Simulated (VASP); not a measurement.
## Electronic structure of BiB$_{2}$N in real space

```cif
data_structure
_symmetry_space_group_name_H-M 'P 1'
_symmetry_Int_Tables_number 1
_cell_length_a 2.8283
_cell_length_b 2.8283
_cell_length_c 6.5261
_cell_angle_alpha 90.000
_cell_angle_beta 90.000
_cell_angle_gamma 90.000
_cell_volume 52.20
loop_
_atom_site_label
_atom_site_type_symbol
_atom_site_fract_x
_atom_site_fract_y
_atom_site_fract_z
_atom_site_occupancy
N1 N 0.00000 0.00000 0.00000 1
B1 B 0.00000 0.50000 0.88191 1
B2 B 0.50000 0.00000 0.11809 1
Bi1 Bi 0.50000 0.50000 0.50000 1
```

Space group P-4m2; a generated structure, not necessarily the stable one.

These are results of Kohn-Sham DFT of a periodic cell, r2SCAN, VASP PAW PBE potentials, recommended (VASP 6.6.1), not measurements.

Core electrons are frozen (PAW), and the valence fields are smoothed inside the atomic spheres.

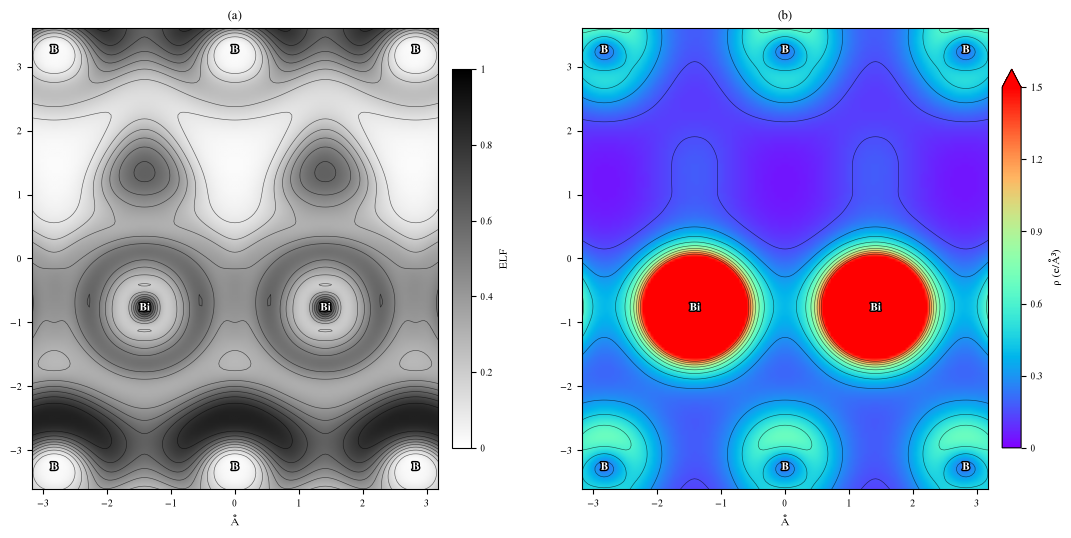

Figure 1. (a) electron localisation function; (b) valence pseudo-density on the (100) plane of the conventional cell.

Describe what can be read from this map.

Answer. The section cuts through B and Bi sites.
Bi–Bi (2.83 Å): the density is about 0.39 e/Å³ at the midpoint; the ELF is about 0.45 at the midpoint.
Between the atoms the lowest density in this plane is 0.04 e/Å³.

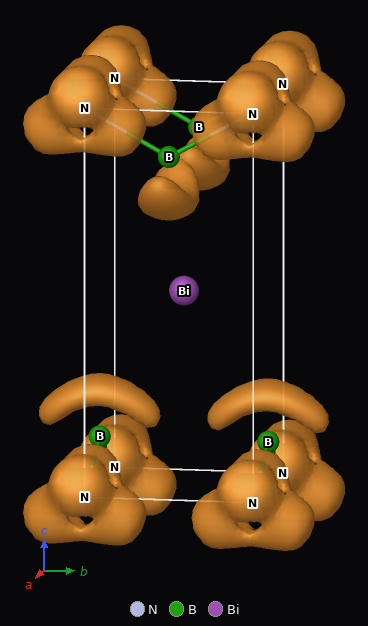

Figure 2. Isosurface of the ELF at 0.75 (orange), seen slightly off an axis. Only the valence region is drawn (cores and ρ < 0.01 e/Å³ removed). Sticks mark near contacts.

Identify the bonds, lone pairs and shells in this picture.

Answer. The surface consists of one region on N in which the atom's valence shell and bonds are merged and two regions wrapped around B (the valence shell of each), counted in one cell of 4 atoms. Regions shared between cells count once.


B–N (1.61 Å): the ELF peaks at about 0.90 between the atoms; a shared but strongly polarised pair.
